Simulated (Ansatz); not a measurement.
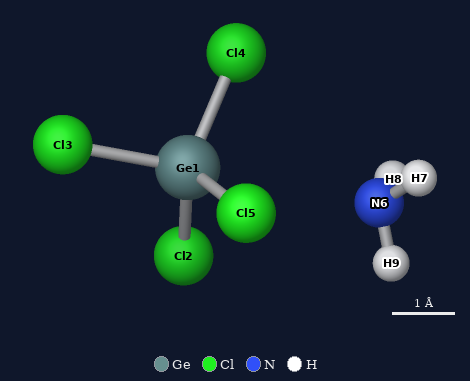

Figure 1. The input geometry (ball-and-stick view, seen at a tilt; atoms are numbered from 1 in the order of the input). Sticks mark near contacts. Bond lengths as drawn: Cl–Ge 2.13 to 2.14 Å and H–N 1.01 Å.

# Run report: GeNH3Cl4, nudged elastic band

GeNH3Cl4, computed with RHF/def2-SVP (Ansatz 0.2.0).

The run did not end well. One setting was made poor on purpose. It belongs to a series of runs on one base structure; here: band between the two ends.

Log
```
Engine: ansatz 0.2.0, aarch64-unknown-linux-gnu
Functional definition: HF
  exchange = exact_x
  correlation = 0
1344 factors; integrals over basis functions are off by at most 3.8e-4 eV
mean field evaluation 1: about -107994.7393 eV, gradient 3.6e1 eV
mean field evaluation 2: about -107994.8070 eV, gradient 3.6e1 eV
mean field evaluation 4: about -107998.0350 eV, gradient 3.0e0 eV
mean field evaluation 8: about -107998.0639 eV, gradient 1.6e-4 eV
mean field -107998.06392795 eV, -3968.8556456351 hartree, gradient 2.5e-5 eV, S^2 0.000000; 0 other end points of the search recorded, 0 dependent functions left out
the calculation of the forces begins
reference -107998.06392795 eV, -3968.8556456351 hartree; 55, 55 occupied and 78, 78 virtual orbitals, 1344 factors
1347 factors; integrals over basis functions are off by at most 6.9e-4 eV
mean field evaluation 16: about -107997.6350 eV, gradient 9.5e-1 eV
mean field -107997.64016739 eV, -3968.8400727218 hartree, gradient 1.5e-5 eV, S^2 0.000000; 0 other end points of the search recorded, 0 dependent functions left out
[... from here on the field's lines of each further geometry are left out, up to the last ...]
NEB iter   1: max|band force component| = 9.168e0 eV/Å  barrier→ = 6.2203 eV  barrier← = 5.7966 eV  Δτ_max = 0.2000 Å  (319 SCF iters)
NEB iter   2: max|band force component| = 2.955e0 eV/Å  barrier→ = 3.9937 eV  barrier← = 3.5699 eV  Δτ_max = 0.2000 Å  (230 SCF iters)
NEB iter   3: max|band force component| = 2.941e0 eV/Å  barrier→ = 2.5217 eV  barrier← = 2.0980 eV  Δτ_max = 0.1014 Å  (231 SCF iters)
NEB iter   4: max|band force component| = 2.323e0 eV/Å  barrier→ = 2.1710 eV  barrier← = 1.7472 eV  Δτ_max = 0.2000 Å  (237 SCF iters)
NEB iter   5: max|band force component| = 1.357e0 eV/Å  barrier→ = 1.8377 eV  barrier← = 1.4140 eV  Δτ_max = 0.2000 Å  (231 SCF iters)
the calculation of the forces begins
reference -107997.58437757 eV, -3968.8380224838 hartree; 55, 55 occupied and 78, 78 virtual orbitals, 1347 factors
these checks for a lower state are left out or cut short: starts, cluster_reference, orbital_swaps, neighbouring_geometries, increment
1348 factors; integrals over basis functions are off by at most 6.3e-4 eV
mean field -107997.62756731 eV, -3968.8396096773 hartree, gradient 1.7e-5 eV, S^2 0.000000; 0 other end points of the search recorded, 0 dependent functions left out
the calculation of the forces begins
reference -107997.62756731 eV, -3968.8396096773 hartree; 55, 55 occupied and 78, 78 virtual orbitals, 1348 factors
NEB iter   6: max|band force component| = 1.212e0 eV/Å  barrier→ = 1.7743 eV  barrier← = 1.3506 eV  Δτ_max = 0.2000 Å  (234 SCF iters)
```

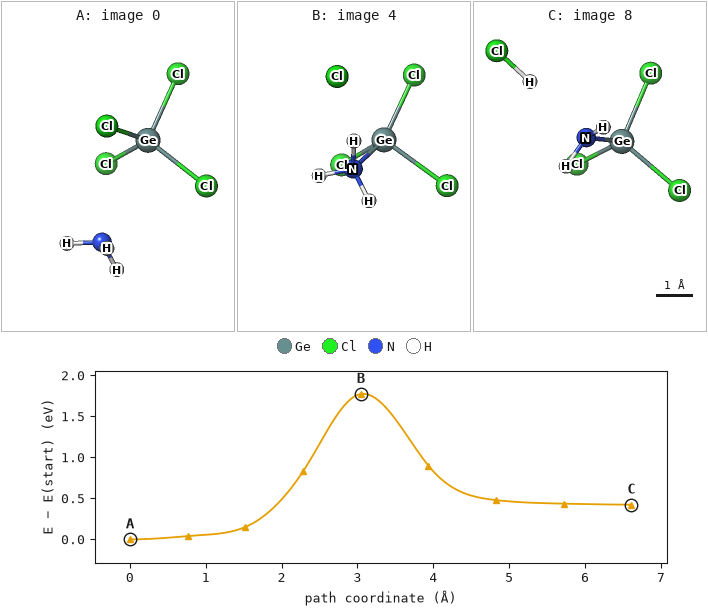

Figure 2. Images of the last band (counted from 0; ball-and-stick, seen at a tilt) above the energy along the path; the line is a cubic interpolation that uses the forces. The highest image is number 4, 1.774 eV above the start and 1.351 eV above the end; the end lies 0.424 eV above the start. The path is 6.61 Å long. The band had not converged after 6 iterations.

```
Unfinished report: {"positions_ang":[[-0.4097172954443693,0.09304877770933735,-0.17679368931818557],[0.12674900167358144,0.22774624574032903,2.8270688488183042],[1.6417743840211159,-0.1516435996487899,-0.13833764388066316],[-0.9338855983748173,1.9072715945959042,-1.2125835697557334],[-1.0603984717593489,-1.6646888824385968,-1.3580197337160347],[-1.8750088981235329,-0.10970904077008965,1.0316414207783948],[-2.5772995588229612,-0.6604583104558749,0.5532125969859242],[-2.2931790177630895,0.7824179054608026,1.215808948910057],[-1.3738335454065773,-0.42398371019302156,1.9036018211779366]],"unchecked":["starts","cluster_reference","orbital_swaps","neighbouring_geometries","increment"],"mean_field":{"relativity":"none","state":{"energy":{"ev":-107996.28960648918,"hartree":-3968.7904405242116},"converged":true,"gradient_ev":0.00008863198086163237,"stability":{"kind":"minimum","curvature_ev":32.68195701722018},"curvature_floor_ev":0.00030000000000000003,"spin_squared":-4.973799150320701e-14},"others":[],"fillings":{"estimated":0,"unestimated":0,"tried":0,"untried":0,"excluded_magnetic_sites":0},"n_dropped_functions":0,"n_trapped_functions":0,"passes":{"evaluations":4,"products":31},"factors":{"origin":"Cholesky decomposition","count":1344,"bound_ev":0.000728578811320174},"gradient_stop_ev":0.00009,"reference_kind":"stationary","symmetry":{"irreps":["A"],"axes":[[0.9995041250463507,0.025851333882460005,-0.01797811313310147],[-0.025736587605383256,0.9996470710594664,0.006584935888859978],[0.01814199751293813,-0.006118975300451748,0.9998166962336209]],"occupied":[{"A":55},{"A":55}]},"held":{"pivots":1344,"left_out":0,"joined":0},"density_repulsion":{"missed_ev":0.000019984993200353684,"excess_ev":1.760117151528442e-10,"most_excess_ev":0.000297,"are_drawn_again":false,"n_first_factors":1344,"energy_change_ev":0.0,"n_dropped_ends":0}},"factors":{"origin":"Cholesky decomposition","count":1344,"bound_ev":0.000728578811320174},"n_frozen":0,"n_occupied":[55,55],"n_virtual":[78,78],"reference":{"ev":-107996.28960648918,"hartree":-3968.7904405242116},"total":{"ev":-107996.28960648918,"hartree":-3968.7904405242116},"forces_ev_per_angstrom":[[-0.5448712899715461,-0.4725113851573269,-0.8221937154574228],[0.2599728590371245,0.12941421798045114,0.0046894859048239815],[0.8406740433339123,0.055900079272977736,-0.006728223074182333],[0.12136494044307827,-0.36889534624485953,0.3690350882005437],[0.20108645714433787,0.641165877060947,0.2149917632163695],[-0.5115842524612284,0.15321889618773768,-1.149325406990344],[0.0803542412155537,-0.4817636280609861,0.5323819616074317],[0.05905912326845404,0.44302530996005357,0.4777283450995981],[-0.506056122013017,-0.09955402098705396,0.3794207015019983]],"charge_distribution":{"dipole_moment_e_ang":[-1.0751003197799105,-0.014575911119189655,-0.6908193819144646],"mulliken_charges_e":[1.1103581530127222,-0.6614949315529266,-0.1786944625594309,-0.28256553647100446,-0.3476455911075931,-0.2618654785149426,0.191805781666619,0.19487777721854127,0.2352242883079656],"lowdin_charges_e":[-0.4608766215800344,-0.4524237101085724,0.26973378690008687,0.15306014747804397,0.07371943424547212,0.39610162139080707,0.030379774286230843,0.03592435483436973,-0.04561878744646353]},"n_threads":4,"memory_gib":4.261363637633622,"seconds":{"hamiltonian":1.813005525,"orbitals":0.0,"second_order":0.0,"solver_start":0.0,"cycles":0.0,"cycle":0.0,"perturbative":0.0,"full_ci_increment":0.0,"forces":0.0}}
this run last wrote the band of iteration 6 to [file]
Error: NEB band did not converge after 6 iterations: max|band force component| = 1.21e0 eV/Å (threshold 3.0e-2); raise `neb.max_iterations` in a new run, which can start from the last band evaluated (`neb.initial_path`, with `crystal.atoms` and `neb.final_atoms` set to its first and last images), add images, or start from endpoints closer to local minima. Where this run's directory can be resumed (`checkpoint.write`), a resume goes on for up to `neb.max_iterations` more; to start a new run from the last band, take its images' positions from the `neb_iteration` event of iteration 6 (`data.images[].positions_ang`), in the event stream of the run that computed that iteration (not this run's, if it was resumed behind it). With `checkpoint.write`, `steps/00-neb/state/checkpoint.json` in the run directory holds the last saved band, under `neb.evaluated.images[].positions_ang` (a band under a hybrid functional on support functions is neither saved nor resumed: `neb.initial_path` says where its path is): check the last entry of `neb.iterations` there, which is earlier than 6 if that iteration was not saved or its write failed. If the band's step has no `state` directory and holds `state.next`, a write was cut short, and the file is under `state.next` instead (behind a loss of power it can be under `state.prev`)
this run wrote the band of iteration 6 to [file] as well, whether or not its events were kept: a new run's `neb.initial_path` can list its `images[].positions_ang`
a run's events are kept only if it was started with --events-out <file>, and are in that file
```

The last band as extended XYZ (Å, eV, eV/Å)
```
9
Properties=species:S:1:pos:R:3:forces:R:3 image=0 energy=-107998.06393
Ge    0.4430    0.0225   -0.0887    0.0031  -0.0004  -0.0003
Cl    0.7016    0.1331    2.0185   -0.0015   0.0013   0.0002
Cl    2.4118    0.0537   -0.9294   -0.0011   0.0002   0.0002
Cl   -0.5616    1.7203   -0.8804   -0.0013  -0.0011  -0.0008
Cl   -0.4329   -1.8119   -0.7104   -0.0011   0.0002   0.0010
N    -2.5737   -0.0253    1.1994   -0.0018   0.0016   0.0013
H    -3.2680   -0.2639    0.5119    0.0009   0.0007  -0.0019
H    -2.8281    0.8698    1.5814    0.0029   0.0007   0.0021
H    -2.6469   -0.6984    1.9433   -0.0001  -0.0032  -0.0018
9
Properties=species:S:1:pos:R:3:forces:R:3 image=1 energy=-107998.02273
Ge    0.1877    0.0206    0.0105   -0.1372   0.0120   0.0295
Cl    0.5332    0.1026    2.1194    0.0352  -0.0164   0.0225
Cl    2.1859    0.0291   -0.7772    0.1084   0.0144  -0.0783
Cl   -0.6920    1.7775   -0.8191    0.0584   0.0849  -0.0650
Cl   -0.6209   -1.8037   -0.7456    0.0644  -0.0924  -0.0138
N    -2.3531   -0.0269    1.0811    0.1421   0.0902   0.2807
H    -3.0741   -0.3886    0.4834   -0.0836  -0.0258  -0.0216
H    -2.6250    0.8918    1.3882   -0.0633   0.0176  -0.0681
H    -2.2965   -0.6026    1.9050   -0.1243  -0.0845  -0.0858
9
Properties=species:S:1:pos:R:3:forces:R:3 image=2 energy=-107997.91209
Ge   -0.1209    0.0344    0.1163    0.1341   0.0004   0.0358
Cl    0.4549    0.1907    2.2299   -0.1040  -0.0236  -0.0454
Cl    1.9398   -0.0670   -0.5608    0.2061   0.0664  -0.3049
Cl   -0.7777    1.8563   -0.8595    0.0304  -0.1179   0.1463
Cl   -0.8150   -1.7621   -0.9038    0.0854  -0.0619   0.1080
N    -2.1204   -0.0499    1.0282   -0.3862  -0.0653   0.1263
H    -2.8165   -0.5031    0.4555    0.0837   0.0830  -0.1120
H    -2.4534    0.8747    1.2518    0.0185   0.0310   0.0860
H    -2.0455   -0.5739    1.8879   -0.0680   0.0879  -0.0401
9
Properties=species:S:1:pos:R:3:forces:R:3 image=3 energy=-107997.23386
Ge   -0.2497    0.0725    0.0841   -0.0838   0.0069  -0.0795
Cl    0.2625    0.2780    2.3878    0.4803   0.2547  -0.4991
Cl    1.8231   -0.1799   -0.2920    0.7662  -0.0161  -0.5418
Cl   -0.8439    1.8545   -1.0341    0.2504  -0.2449   0.5630
Cl   -0.9967   -1.6026   -1.2008    0.3430   0.1642   0.4057
N    -2.0138   -0.0839    1.0311   -0.1067  -0.0761   0.3268
H    -2.6766   -0.6593    0.5617   -0.5726  -0.2002  -0.3727
H    -2.3794    0.8361    1.2210   -0.1600  -0.0703   0.2017
H    -1.6804   -0.5155    1.8869   -0.9169   0.1818  -0.0041
9
Properties=species:S:1:pos:R:3:forces:R:3 image=4 energy=-107996.28961
Ge   -0.4097    0.0930   -0.1768   -0.5449  -0.4725  -0.8222
Cl    0.1267    0.2277    2.8271    0.2600   0.1294   0.0047
Cl    1.6418   -0.1516   -0.1383    0.8407   0.0559  -0.0067
Cl   -0.9339    1.9073   -1.2126    0.1214  -0.3689   0.3690
Cl   -1.0604   -1.6647   -1.3580    0.2011   0.6412   0.2150
N    -1.8750   -0.1097    1.0316   -0.5116   0.1532  -1.1493
H    -2.5773   -0.6605    0.5532    0.0804  -0.4818   0.5324
H    -2.2932    0.7824    1.2158    0.0591   0.4430   0.4777
H    -1.3738   -0.4240    1.9036   -0.5061  -0.0996   0.3794
9
Properties=species:S:1:pos:R:3:forces:R:3 image=5 energy=-107997.16484
Ge   -0.5709    0.0291   -0.4276   -0.4961  -0.1384  -0.0303
Cl   -0.0685    0.1621    3.1787   -0.5003  -0.2886   0.0168
Cl    1.4721   -0.1362    0.0599    0.1291   0.0158   0.1020
Cl   -0.8709    1.9233   -1.3597    0.0276   0.0079  -0.1704
Cl   -1.0245   -1.6513   -1.6640   -0.0140   0.0199  -0.2941
N    -1.8516   -0.1145    0.8906   -0.0352   0.2364  -0.8437
H    -2.5777   -0.7360    0.5697   -0.0184  -0.0468   0.1679
H    -2.2667    0.7826    1.1008    0.0221  -0.1447   0.0524
H    -0.9960   -0.2591    2.2972    0.8851   0.3385   0.9994
9
Properties=species:S:1:pos:R:3:forces:R:3 image=6 energy=-107997.58438
Ge   -0.6175   -0.0125   -0.5976   -0.1996  -0.0522   0.0917
Cl   -0.2254    0.2906    3.6681   -0.1166  -0.0488  -0.0497
Cl    1.3700   -0.2904    0.0738    0.1903  -0.0317   0.0179
Cl   -0.7875    1.9457   -1.4314    0.0096  -0.0215  -0.0471
Cl   -1.0435   -1.5080   -2.0641   -0.0080   0.0535   0.0057
N    -1.8021   -0.1497    0.7742   -0.0173   0.1628  -0.3424
H    -2.4501   -0.9156    0.6823    0.0223   0.0831   0.0682
H    -2.3053    0.7142    0.9117   -0.0673  -0.1918   0.0656
H    -0.8933   -0.0743    2.6285    0.1865   0.0466   0.1902
9
Properties=species:S:1:pos:R:3:forces:R:3 image=7 energy=-107997.62757
Ge   -0.5965   -0.0439   -0.6589   -0.1914  -0.0072   0.2151
Cl   -0.4372    0.5796    3.8996   -0.0624  -0.0526  -0.1086
Cl    1.3523   -0.6131   -0.0273    0.0214  -0.0158  -0.0060
Cl   -0.6005    2.0012   -1.2511    0.0167   0.0314  -0.0103
Cl   -1.1217   -1.2666   -2.3326   -0.0002  -0.0126  -0.0003
N    -1.7770   -0.2130    0.7088    0.1634   0.0160  -0.1978
H    -2.2067   -1.1171    0.8034    0.0044  -0.0021   0.0242
H    -2.4815    0.5041    0.7329   -0.0140  -0.0106  -0.0011
H    -0.8859    0.1689    2.7707    0.0622   0.0534   0.0848
9
Properties=species:S:1:pos:R:3:forces:R:3 image=8 energy=-107997.64017
Ge   -0.5766   -0.0648   -0.6625   -0.0010  -0.0010   0.0071
Cl   -0.6768    0.8200    3.8845   -0.0081  -0.0081  -0.0279
Cl    1.2942   -0.9360   -0.1455   -0.0049  -0.0035  -0.0035
Cl   -0.3680    2.0255   -1.0020   -0.0030  -0.0017  -0.0019
Cl   -1.2475   -0.9766   -2.4796    0.0025   0.0030   0.0033
N    -1.7158   -0.2915    0.7168    0.0150   0.0123   0.0003
H    -1.9040   -1.2435    0.9796    0.0000  -0.0141  -0.0023
H    -2.5779    0.2222    0.6547   -0.0081   0.0030  -0.0041
H    -0.9824    0.4446    2.6996    0.0076   0.0100   0.0291
```

The run was set up as follows.

Input
```yaml
crystal:
  periodic: [false, false, false]
  atoms:
    - { symbol: Ge, position_ang: [0.443014, 0.02252, -0.088659] }
    - { symbol: Cl, position_ang: [0.701603, 0.133114, 2.018453] }
    - { symbol: Cl, position_ang: [2.411782, 0.053675, -0.929422] }
    - { symbol: Cl, position_ang: [-0.561639, 1.720334, -0.880396] }
    - { symbol: Cl, position_ang: [-0.432909, -1.811883, -0.710434] }
    - { symbol: "N", position_ang: [-2.573681, -0.025264, 1.199447] }
    - { symbol: H, position_ang: [-3.267998, -0.263949, 0.511855] }
    - { symbol: H, position_ang: [-2.828092, 0.869838, 1.581421] }
    - { symbol: H, position_ang: [-2.646879, -0.698384, 1.943334] }
basis:
  gaussian: { orbitals: def2-SVP }
hamiltonian:
  xc: hf
neb:
  order_check: false
  images: 7
  f_tol: 0.03
  max_iterations: 6
  final_atoms:
    - { symbol: Ge, position_ang: [-0.57658746, -0.06476186, -0.66248902] }
    - { symbol: Cl, position_ang: [-0.6767998, 0.82004248, 3.88445041] }
    - { symbol: Cl, position_ang: [1.29424175, -0.93599985, -0.14549218] }
    - { symbol: Cl, position_ang: [-0.36803426, 2.02550013, -1.0019988] }
    - { symbol: Cl, position_ang: [-1.24746809, -0.97660846, -2.47961556] }
    - { symbol: "N", position_ang: [-1.71579759, -0.29149619, 0.71682831] }
    - { symbol: H, position_ang: [-1.9039811, -1.24354982, 0.97961464] }
    - { symbol: H, position_ang: [-2.57794327, 0.2222306, 0.65473737] }
    - { symbol: H, position_ang: [-0.98242917, 0.44464397, 2.69956383] }
  initial_path:
    images:
      - { positions_ang: [[0.443014, 0.02252, -0.088659], [0.701603, 0.133114, 2.018453], [2.411782, 0.053675, -0.929422], [-0.561639, 1.720334, -0.880396], [-0.432909, -1.811883, -0.710434], [-2.573681, -0.025264, 1.199447], [-3.267998, -0.263949, 0.511855], [-2.828092, 0.869838, 1.581421], [-2.646879, -0.698384, 1.943334]] }
      - { positions_ang: [[0.3327087, 0.01641569, -0.06564524], [0.52440467, 0.09760108, 2.15718243], [2.33329952, 0.03850662, -0.87921616], [-0.6799946, 1.74404304, -0.8439364], [-0.58652173, -1.81086107, -0.71895693], [-2.45474031, -0.01811471, 1.07282972], [-3.15556618, -0.34795622, 0.43451685], [-2.71719949, 0.80466663, 1.56460171], [-2.35118958, -0.52430005, 1.92422302]] }
      - { positions_ang: [[0.2224034, 0.01031138, -0.04263148], [0.34720634, 0.06208816, 2.29591185], [2.25481704, 0.02333824, -0.82901032], [-0.7983502, 1.76775207, -0.80747681], [-0.74013446, -1.80983914, -0.72747986], [-2.33579962, -0.01096543, 0.94621245], [-3.04313436, -0.43196343, 0.3571787], [-2.60630698, 0.73949526, 1.54778242], [-2.05550017, -0.3502161, 1.90511205]] }
      - { positions_ang: [[0.1120981, 0.00420707, -0.01961772], [0.17000802, 0.02657523, 2.43464128], [2.17633456, 0.00816986, -0.77880448], [-0.91670581, 1.79146111, -0.77101721], [-0.89374719, -1.8088172, -0.73600279], [-2.21685892, -0.00381614, 0.81959517], [-2.93070254, -0.51597065, 0.27984055], [-2.49541446, 0.67432388, 1.53096313], [-1.75981075, -0.17613216, 1.88600107]] }
      - { positions_ang: [[0.0017928, -0.00189724, 0.00339604], [-0.00719031, -0.00893769, 2.5733707], [2.09785208, -0.00699853, -0.72859864], [-1.03506141, 1.81517014, -0.73455761], [-1.04735992, -1.80779527, -0.74452573], [-2.09791823, 0.00333314, 0.6929779], [-2.81827073, -0.59997787, 0.20250241], [-2.38452195, 0.60915251, 1.51414384], [-1.46412133, -0.00204821, 1.86689009]] }
      - { positions_ang: [[-0.14280227, -0.01761339, -0.16307522], [-0.17459268, 0.19830735, 2.90114063], [1.89694949, -0.23924886, -0.58282202], [-0.86830462, 1.86775264, -0.80141791], [-1.09738696, -1.59999857, -1.17829819], [-2.00238807, -0.07037419, 0.6989405], [-2.58969832, -0.76087086, 0.39678046], [-2.43287728, 0.51242203, 1.29929222], [-1.34369829, 0.10962484, 2.07505853]] }
      - { positions_ang: [[-0.28739733, -0.03332955, -0.32954649], [-0.34199506, 0.40555239, 3.22891056], [1.69604691, -0.47149919, -0.43704541], [-0.70154783, 1.92033514, -0.86827821], [-1.147414, -1.39220187, -1.61207065], [-1.90685791, -0.14408152, 0.70490311], [-2.36112591, -0.92176384, 0.59105852], [-2.48123261, 0.41569156, 1.08444061], [-1.22327525, 0.22129788, 2.28322696]] }
      - { positions_ang: [[-0.4319924, -0.0490457, -0.49601775], [-0.50939743, 0.61279743, 3.55668048], [1.49514433, -0.70374952, -0.29126879], [-0.53479105, 1.97291764, -0.93513851], [-1.19744105, -1.18440516, -2.04584311], [-1.81132775, -0.21778886, 0.71086571], [-2.1325535, -1.08265683, 0.78533658], [-2.52958794, 0.31896108, 0.86958899], [-1.10285221, 0.33297093, 2.4913954]] }
      - { positions_ang: [[-0.57658746, -0.06476186, -0.66248902], [-0.6767998, 0.82004248, 3.88445041], [1.29424175, -0.93599985, -0.14549218], [-0.36803426, 2.02550013, -1.0019988], [-1.24746809, -0.97660846, -2.47961556], [-1.71579759, -0.29149619, 0.71682831], [-1.9039811, -1.24354982, 0.97961464], [-2.57794327, 0.2222306, 0.65473737], [-0.98242917, 0.44464397, 2.69956383]] }
```

Launch command:
```bash
ansatz run input.yaml --threads 4 --pin off --max-ram 5120MiB --backend cpu --events-out ev --progress --plain --runs-dir out
```

Outcome

```tsv
quantity	value
outcome	not converged
barrier, forward (band not converged)	1.774 eV
barrier, backward	1.351 eV
hardware	4 threads of Arm Neoverse V1, 24 GiB of memory available, shared host
wall time	80 s (CPU time 4.8 min)
peak memory	0.39 GiB
```

The run did not converge: “NEB band did not converge after 6 iterations: max|band force component| = 1.21e0 eV/Å (threshold 3.0e-2); raise `neb.max_iterations` in a new run, which can start from the last band evaluated (`neb.initial_path`, with `crystal.atoms` and `neb.final_atoms` set to its first and last images), add images, or start from endpoints closer to local minima …” Its last values are not results. A deliberately poor setting: few iterations.
